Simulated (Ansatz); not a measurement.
**UCAM-B3LYP/aug-cc-pVTZ run of SiCl (SMILES [Si]Cl)**

What is the vertical doublet–quartet gap of SiCl at UCAM-B3LYP/aug-cc-pVTZ? 

The calculation is run with Ansatz 0.2.0.

40 further runs of the same task are left out: 40 set aside as unsound or not needed.

## 1. The molecule

The species is SiCl (2 atoms), meant as a doublet with charge 0. SMILES: `[Si]Cl`. Geometry: relaxed at PBE0-D4/def2-TZVP.

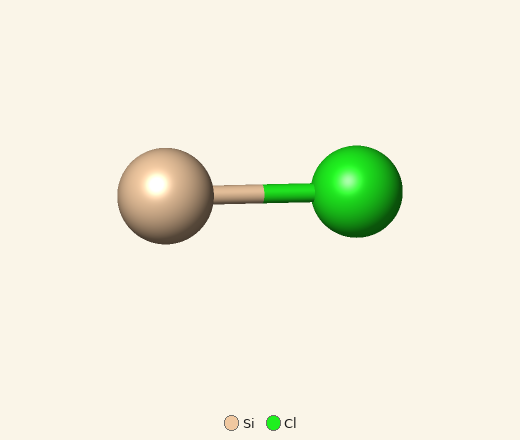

Viewed from a chosen angle; silicon light orange, chlorine green.

## 2. A single-point energy at UCAM-B3LYP/aug-cc-pVTZ

The input, molecule.yaml:

```yaml
basis:
  gaussian:
    orbitals: aug-cc-pVTZ
crystal:
  periodic: [false, false, false]
  atoms:
    - {symbol: Si, position_ang: [0.881810, -0.293660, 0.452120]}
    - {symbol: Cl, position_ang: [-0.881810, 0.293660, -0.452120]}
magnetization:
  spin_polarized: true
  initial_magnetization: 1
hamiltonian:
  xc: {name: CAM-B3LYP}
accuracy: high
output: {orbitals: {seedname: orbitals}}
```

On the command line:

```sh
$ ansatz run molecule.yaml --threads 1 --pin off --max-ram 3480MiB --events-out events.jsonl --progress --plain --runs-dir runs
```

Log:

```text
Warning: RAYON_NUM_THREADS=1 ignored (pool sized by the plan → 1); use --threads N
Functional definition: CAM-B3LYP
  name "CAM-B3LYP"
  parameter alpha = 0.19
  parameter beta = 0.46
  parameter omega = 0.33/bohr
  parameter ac = 0.81
  exchange = (1 - alpha - beta)*b88_x + beta*b88_x_sr(omega) + alpha*exact_x + beta*exact_x_lr(omega)
  correlation = (1 - ac)*vwn5_c + ac*lyp_c
1299 factors; integrals over basis functions are off by at most 3.8e-9 eV
415 factors; integrals over basis functions are off by at most 2.2e-9 eV
mean field evaluation 1: about -20400.2874 eV, gradient 8.0e0 eV
mean field evaluation 2: about -20400.3969 eV, gradient 8.0e0 eV
mean field evaluation 4: about -20400.7009 eV, gradient 7.0e-1 eV
mean field evaluation 8: about -20400.7533 eV, gradient 2.6e-2 eV
mean field evaluation 16: about -20400.7534 eV, gradient 3.6e-5 eV
mean field -20400.75337122 eV, -749.7138582650 hartree, gradient 7.6e-8 eV, S^2 0.756391; 0 other end points of the search recorded, 0 dependent functions left out
reference -20400.75338635 eV, -749.7138588211 hartree; 16, 15 occupied and 84, 85 virtual orbitals, 1299 factors
Total energy: -20400.75338635 eV, -749.7138588211 hartree
```

It took 5.7 s on 1 thread of Intel Xeon 6975P-C (Granite Rapids), shared host; peak memory 0.36 GiB.

## 3. The quartet, same level

The input, in.yaml:

```yaml
crystal:
  periodic: [false, false, false]
  atoms:
    - {symbol: Si, position_ang: [0.881810, -0.293660, 0.452120]}
    - {symbol: Cl, position_ang: [-0.881810, 0.293660, -0.452120]}
basis:
  gaussian: {orbitals: aug-cc-pVTZ}
magnetization: {spin_polarized: true, initial_magnetization: 3}
hamiltonian: {xc: {name: CAM-B3LYP}}
accuracy: high
output: {orbitals: {seedname: orbitals}}
```

On the command line:

```sh
$ ansatz run in.yaml --threads 1 --pin off --max-ram 3480MiB --events-out events.jsonl --progress --plain --runs-dir runs
```

Log (excerpt; [...] marks lines left out):

```text
Warning: RAYON_NUM_THREADS=1 ignored (pool sized by the plan → 1); use --threads N
[... 8 set-up lines as earlier in the session ...]
1299 factors; integrals over basis functions are off by at most 3.8e-9 eV
415 factors; integrals over basis functions are off by at most 2.2e-9 eV
mean field evaluation 1: about -20396.9315 eV, gradient 4.8e0 eV
mean field evaluation 2: about -20397.3188 eV, gradient 2.4e0 eV
mean field evaluation 4: about -20397.4262 eV, gradient 5.6e-1 eV
mean field evaluation 8: about -20397.4943 eV, gradient 8.9e-2 eV
mean field evaluation 16: about -20397.4944 eV, gradient 1.0e-5 eV
mean field -20397.49444969 eV, -749.5940951079 hartree, gradient 2.6e-8 eV, S^2 3.753049; 0 other end points of the search recorded, 0 dependent functions left out
reference -20397.49446497 eV, -749.5940956691 hartree; 17, 14 occupied and 83, 86 virtual orbitals, 1299 factors
Total energy: -20397.49446497 eV, -749.5940956691 hartree
```

It took 5.4 s on 1 thread of Intel Xeon 6975P-C (Granite Rapids), shared host; peak memory 0.36 GiB.

## 4. Results

At UCAM-B3LYP/aug-cc-pVTZ:

| quantity | value |
| --- | --- |
| doublet: total energy | -749.71386 Eh |
| doublet: HOMO energy (highest over α and β) | -6.39 eV |
| doublet: LUMO energy (lowest over α and β) | -1.93 eV |
| doublet: ⟨S²⟩ | 0.756 |
| quartet: total energy | -749.59410 Eh |
| quartet: HOMO energy (highest over α and β) | -6.94 eV |
| quartet: LUMO energy (lowest over α and β) | -5.22 eV |
| quartet: ⟨S²⟩ | 3.753 |
| vertical energy of the quartet above the doublet | 3.259 eV |

What this shows: At this shape the quartet lies 3.26 eV (314 kJ/mol) above the doublet.
